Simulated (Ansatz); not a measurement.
**C3H3AlF2O2: how energies converge with the basis set**

Aim: see how fast density functionals converge with the basis set for C3H3AlF2O2.

Program: Ansatz 0.2.0, Gaussian basis. Level of theory: one geometry, several basis sets. These are calculated values, not measurements.

Levels to be run: PBE0-D4/def2-SVP; ωB97M-V/def2-SVP; PBE0-D4/def2-QZVPP; ωB97M-V/def2-QZVPP; the functionals' def2-TZVPP values are taken from earlier runs.

## (1) The geometry

An earlier PBE0-D4 in a triple-zeta def2 set relaxation fixed the geometry.

SMILES `[F][Al-]1([F])[O]C=CC=[O+]1`, 11 atoms, charge 0, spin multiplicity 1.

Atoms are counted from 1 here; the program's logs count them from 0.

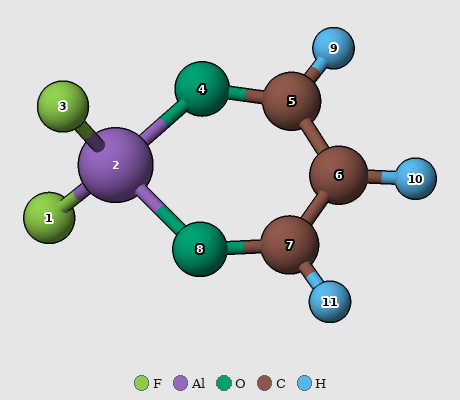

The structure; fluorine green, aluminium purple, oxygen teal, carbon brown, hydrogen blue; atoms are numbered from 1 in the order of the file.

## (2) PBE0-D4 in def2-SVP

File in.yaml:

```yaml
crystal:
  periodic: [false, false, false]
  atoms:
    - {symbol: F, position_ang: [-0.735754, -1.987452, 2.043181]}
    - {symbol: Al, position_ang: [0.414215, -1.059488, 1.319319]}
    - {symbol: F, position_ang: [1.963573, -1.147408, 1.866639]}
    - {symbol: O, position_ang: [-0.124918, 0.668488, 1.285238]}
    - {symbol: C, position_ang: [-0.392631, 1.330106, 0.236686]}
    - {symbol: C, position_ang: [-0.323392, 0.847848, -1.063807]}
    - {symbol: C, position_ang: [0.061149, -0.458675, -1.335417]}
    - {symbol: O, position_ang: [0.381967, -1.329344, -0.470615]}
    - {symbol: H, position_ang: [-0.702283, 2.366137, 0.399273]}
    - {symbol: H, position_ang: [-0.575698, 1.504492, -1.883781]}
    - {symbol: H, position_ang: [0.099072, -0.791804, -2.376216]}
basis:
  gaussian: {orbitals: def2-SVP}
hamiltonian: {xc: pbe0, dispersion: d4}
output: {orbitals: {seedname: orbitals}}
```

Run with:

```bash
$ ansatz run in.yaml --threads 4 --pin off --events-out ev --progress --plain --max-ram 11315MiB
```

Further steps of the session: ωB97M-V in def2-SVP; PBE0-D4 in def2-QZVPP; ωB97M-V in def2-QZVPP.

Q: Predict the results of all the runs planned. Wanted: PBE0-D4: double and triple zeta above quadruple; ωB97M-V: double and triple zeta above quadruple.

**Answer**, as computed:

| quantity | value |
| --- | --- |
| PBE0-D4: double and triple zeta above quadruple | 18.46, 0.94 eV |
| ωB97M-V: double and triple zeta above quadruple | 18.70, 0.87 eV |

In words: For PBE0-D4 the step from double to triple zeta gains 17.52 eV and the next only 0.94 eV. Total energies overstate the basis error of differences, where much of it tends to cancel.
